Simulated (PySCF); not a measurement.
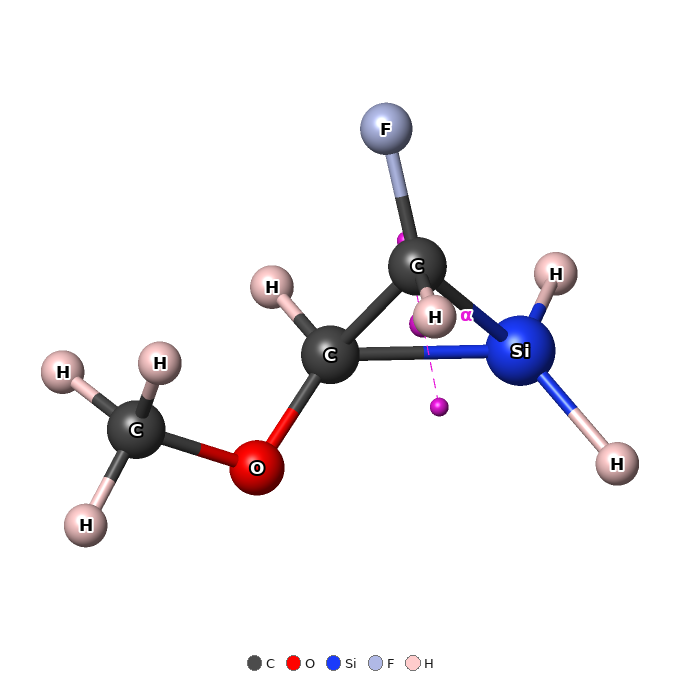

The small points mark where nucleus-independent chemical shifts (NICS) were computed: at the centre of each lettered ring and 1 Å above and below it. The computed structure is the end point of a PBE0-D3(BJ)/def2-SVP optimisation. No frequency run is at hand to confirm it as a minimum. Properties computed with GIAO B97-D/pcSseg-1 NMR shielding, non-relativistic, gas phase (PySCF 2.14.0).

Give NICS(0), NICS(1) and the out-of-plane component NICS(1)zz for each ring (means of the two sides).

```
ring  members  NICS(0)  NICS(1)  NICS(1)zz
   α     C2Si    −22.7     −7.1      −11.6
```

Values in ppm.
